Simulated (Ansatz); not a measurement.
# Pt (P6_3/mmc): scan of the energy under strain

What does a strain cost in Pt (P6_3/mmc)? Wanted for Pt (P6_3/mmc): a scan of the energy under strain.

All numbers are computed with the Python package of Ansatz 0.2.0. Level of theory: DFT PBEsol, plane waves, PAW.

### 1 The structure

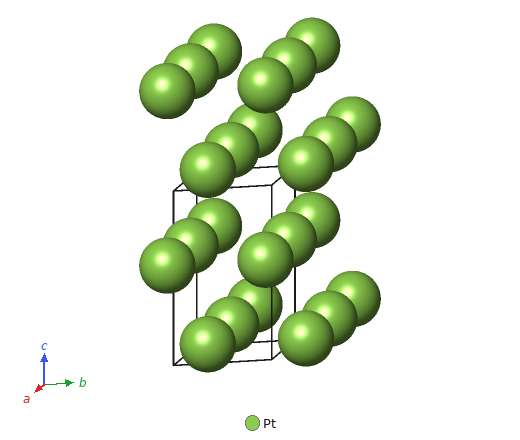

The starting structure, viewed slightly off an axis; platinum green. 3×2×2 cells are drawn. Atoms on cell faces are repeated.

The script holds or builds the structure itself.

### 2 The script

Contents of strain.py:

```python
"""A rhombohedral strain scan of Pt."""

import logging
import sys
import warnings

import ansatz as az
import matplotlib.pyplot as plt
import numpy as np

logging.basicConfig(stream=sys.stdout, format="%(levelname)s:%(name)s:%(message)s")
logger = logging.getLogger("ansatz_job")
logger.setLevel(logging.INFO)

XC = "PBEsol"
SMEARING = "Fermi-Dirac"
SMEARING_WIDTH = 0.15
CUTOFF = 520
KMESH = (14, 14, 7)

vectors0 = np.array([
    [2.760666, 0.0, 0.0],
    [-1.380333, 2.390807, 0.0],
    [0.0, 0.0, 4.792134],
])
sites = [
    ("Pt", [2 / 3, 1 / 3, 0.75]),
    ("Pt", [1 / 3, 2 / 3, 0.25]),
]


def make_crystal(cell):
    crystal = az.Crystal(lattice=az.Lattice.of(cell))
    for symbol, position in sites:
        crystal = crystal.atom(symbol, position)
    return crystal

warnings.simplefilter("ignore", az.DeckWarning)

# clamped ions: the fractional positions stay as typed
values = np.linspace(-0.02, 0.02, 7)
energies = []
for d in values:
    strain = d / 2 * (np.ones((3, 3)) - np.eye(3))
    cell = vectors0 @ (np.eye(3) + strain)
    calc = (
        make_crystal(cell).calculation()
        .functional(XC)
        .occupations(SMEARING, width=SMEARING_WIDTH)
        .basis(CUTOFF)
        .kpoints(*KMESH)
    )
    report = calc.run(threads=1, backend="cpu").report
    energies.append(report["free_energy_ev"] / len(sites))
    logger.info(f"d = {d:+.4f}  F = {energies[-1]:.5f} eV/atom")
energies = np.array(energies)

for value, e in zip(values, energies):
    logger.info(f"strain {value:7.3f}   E - Emin = {1000 * (e - energies.min()):9.3f} meV/atom")
plt.figure(figsize=(4.5, 3))
plt.plot(values, 1000 * (energies - energies.min()), "o-")
plt.xlabel("strain")
plt.ylabel("meV/atom")
plt.tight_layout()
plt.savefig("strain.png", dpi=100)
curvature = 2 * np.polyfit(values, energies, 3)[1]
volume = abs(np.linalg.det(vectors0)) / len(sites)
logger.info(f"d2E/dd2 over the volume: {curvature / volume * 160.21766:.1f} GPa")
```

### 3 The calls as engine input

The engine receives this input (first run):

```yaml
crystal:
  lattice:
    - [2.760666, -0.02760666, -0.02760666]
    - [-1.40424107, 2.40461033, -0.010104740000000001]
    - [-0.04792134, -0.04792134, 4.792134]
  atoms:
    - { symbol: Pt, position: [0.6666666666666666, 0.3333333333333333, 0.75] }
    - { symbol: Pt, position: [0.3333333333333333, 0.6666666666666666, 0.25] }
basis:
  ecutwfc: 520.0
kpoints:
  mp_grid:
    grid: [14, 14, 7]
hamiltonian:
  xc: pbesol
scf:
  occupations:
    method: fermi_dirac
    width: 0.15
```

### 4 Launch

Command:

```
> python strain.py
```

The program printed:

```text
INFO:ansatz_job:d = -0.0200  F = -12383.79714 eV/atom
INFO:ansatz_job:d = -0.0133  F = -12383.79868 eV/atom
INFO:ansatz_job:d = -0.0067  F = -12383.79958 eV/atom
INFO:ansatz_job:d = +0.0000  F = -12383.79988 eV/atom
INFO:ansatz_job:d = +0.0067  F = -12383.79959 eV/atom
INFO:ansatz_job:d = +0.0133  F = -12383.79872 eV/atom
INFO:ansatz_job:d = +0.0200  F = -12383.79730 eV/atom
INFO:ansatz_job:strain  -0.020   E - Emin =     2.736 meV/atom
INFO:ansatz_job:strain  -0.013   E - Emin =     1.206 meV/atom
INFO:ansatz_job:strain  -0.007   E - Emin =     0.299 meV/atom
INFO:ansatz_job:strain   0.000   E - Emin =     0.000 meV/atom
INFO:ansatz_job:strain   0.007   E - Emin =     0.293 meV/atom
INFO:ansatz_job:strain   0.013   E - Emin =     1.160 meV/atom
INFO:ansatz_job:strain   0.020   E - Emin =     2.582 meV/atom
INFO:ansatz_job:d2E/dd2 over the volume: 134.7 GPa
```

Run time: 2 min. Hardware: 1 thread of Arm Neoverse V2, shared host; peak memory 0.78 GiB.

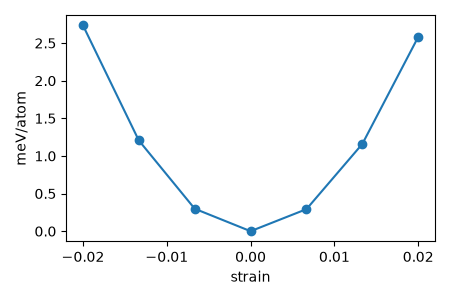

strain.png, as the script drew it.

### 5 What changed from run to run

The engine's inputs for some of the other runs:

Run 2, against run 1:

```diff
@@ -3,3 +3,3 @@
-    - [2.760666, -0.02760666, -0.02760666]
-    - [-1.40424107, 2.40461033, -0.010104740000000001]
-    - [-0.04792134, -0.04792134, 4.792134]
+    - [2.760666, -0.018404439999999998, -0.018404439999999998]
+    - [-1.3962717133333333, 2.4000092200000003, -0.0067364933333333345]
+    - [-0.03194756, -0.03194756, 4.792134]
```

Run 3, against run 1:

```diff
@@ -3,3 +3,3 @@
-    - [2.760666, -0.02760666, -0.02760666]
-    - [-1.40424107, 2.40461033, -0.010104740000000001]
-    - [-0.04792134, -0.04792134, 4.792134]
+    - [2.760666, -0.009202219999999999, -0.009202219999999999]
+    - [-1.3883023566666668, 2.39540811, -0.0033682466666666673]
+    - [-0.01597378, -0.01597378, 4.792134]
```

Run 4, against run 1:

```diff
@@ -3,3 +3,3 @@
-    - [2.760666, -0.02760666, -0.02760666]
-    - [-1.40424107, 2.40461033, -0.010104740000000001]
-    - [-0.04792134, -0.04792134, 4.792134]
+    - [2.760666, 0.0, 0.0]
+    - [-1.380333, 2.390807, 0.0]
+    - [0.0, 0.0, 4.792134]
```

### 6 What each run gave

The 7 runs, in the order started:

```csv
run,strain,energy from run 4 (meV/atom),SCF cycles,CPU time (s)
1,-0.020,2.74,6,19
2,-0.013,1.21,6,19
3,-0.007,0.30,6,19
4,0.000,0.00,6,2.8
5,0.007,0.29,6,19
6,0.013,1.16,6,20
7,0.020,2.58,6,20
```

Energies are free energies F = E - TS of the smeared occupations. 

### 7 Outcome

```
                  quantity          value
curvature under the strain      134.7 GPa
             runs compared              7
           range of energy  2.74 meV/atom
      lowest point, strain          0.000
```

In words: Against the unstrained cell the energy per atom changes by +2.74 meV at one end of the scan and +2.58 meV at the other, and its second derivative over the volume is 134.7 GPa. Notes:
- The smearing is wide enough that free energy and stress hold a thermal part of the electrons.
- The curvature belongs to this strain pattern and to the cell's stress; it equals a single elastic constant only for simple patterns.
- In a metal a curvature from energy changes of a few meV or less hangs on mesh and smearing, in size and even in sign.
- Spin-orbit coupling, which matters for elements this heavy, is left out.
- This isn't the structure that Pt takes at ambient conditions.
- The ions keep their fractional positions (clamped ions). Whether this is the phase that is stable at ambient conditions was not tested.
